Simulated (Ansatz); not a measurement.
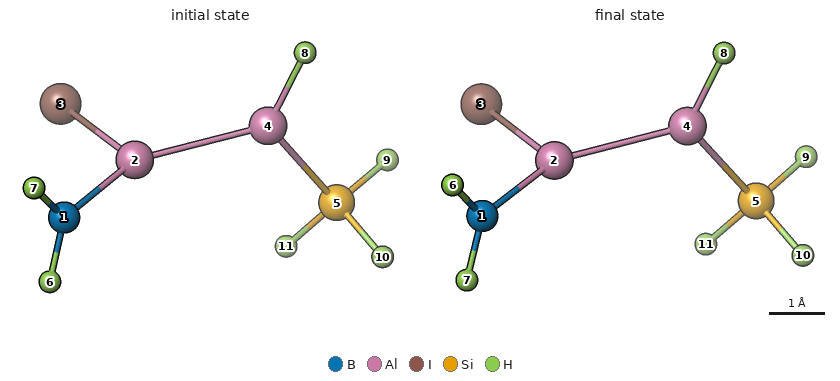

The two relaxed end points of a path for Al2BSiH6I. Style: ball-and-stick. Shown at a tilt.

Theory: RKS B3LYP-D4/def2-SVP in Ansatz.

Input
```yaml
crystal:
  periodic: [false, false, false]
  atoms:
    - { symbol: B, position_ang: [0.5626, 3.167671, 1.013287] }
    - { symbol: Al, position_ang: [0.382844, 1.500229, -0.269395] }
    - { symbol: I, position_ang: [-1.024357, 2.119196, -2.303088] }
    - { symbol: Al, position_ang: [0.90394, -0.986715, -0.615658] }
    - { symbol: Si, position_ang: [-0.775624, -2.664106, 0.056763] }
    - { symbol: H, position_ang: [-0.239046, 3.38394, 1.892263] }
    - { symbol: H, position_ang: [1.447892, 3.981263, 0.892754] }
    - { symbol: H, position_ang: [2.227446, -1.465622, -1.364326] }
    - { symbol: H, position_ang: [-0.848562, -3.84572, -0.858942] }
    - { symbol: H, position_ang: [-0.426814, -3.178446, 1.42335] }
    - { symbol: H, position_ang: [-2.145119, -2.068592, 0.153593] }
basis:
  gaussian: { orbitals: def2-SVP }
hamiltonian:
  xc: b3lyp
  dispersion: d4
neb:
  order_check: false
  images: 5
  f_tol: 0.03
  max_iterations: 60
  initial_path: idpp
  final_atoms:
    - { symbol: B, position_ang: [0.57631999, 3.19087362, 1.00552884] }
    - { symbol: Al, position_ang: [0.37737989, 1.49753117, -0.23688448] }
    - { symbol: I, position_ang: [-1.04698231, 2.08945194, -2.26823654] }
    - { symbol: Al, position_ang: [0.89690132, -0.98684376, -0.59170413] }
    - { symbol: Si, position_ang: [-0.78100973, -2.67800737, 0.04788704] }
    - { symbol: H, position_ang: [1.46522578, 3.99716165, 0.85181584] }
    - { symbol: H, position_ang: [-0.21121809, 3.4333581, 1.89097694] }
    - { symbol: H, position_ang: [2.22224654, -1.45303568, -1.34327678] }
    - { symbol: H, position_ang: [-0.83981981, -3.84526219, -0.88614292] }
    - { symbol: H, position_ang: [-0.43951566, -3.21060242, 1.40822207] }
    - { symbol: H, position_ang: [-2.15432791, -2.09152707, 0.14241512] }
```

Run as
```bash
ansatz run input.yaml --threads 2 --pin off --max-ram 3072MiB --backend cpu --events-out ev --progress --plain --runs-dir out
```

What barrier does the band find between them, and by what path?

The barrier is about 15.8 kJ/mol in both directions, with image 3 at the top; the ends have the same energy. The motion is a rotation about the B1–Al2 bond by about 180°. No bond forms or breaks between the ends. Among the angles between lasting bonds that change up to the highest image: I3–Al2–Al4 103.9° → 97.9°, B1–Al2–I3 109.9° → 115.2°. The band converged in 6 iterations, with a climbing image at the top. At the top, the vibrational analysis gives one imaginary mode (209i cm⁻¹), as a transition state must have.

Energies of the converged images:

```
image  path (Å)  E (kJ/mol)
    0      0.00         0.0
    1      0.77         2.6
    2      1.55        10.9
    3      2.32        15.8
    4      3.10        10.8
    5      3.88         2.5
    6      4.66         0.0
```

The geometry at the top of the path:

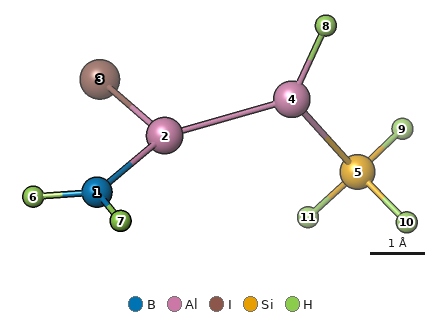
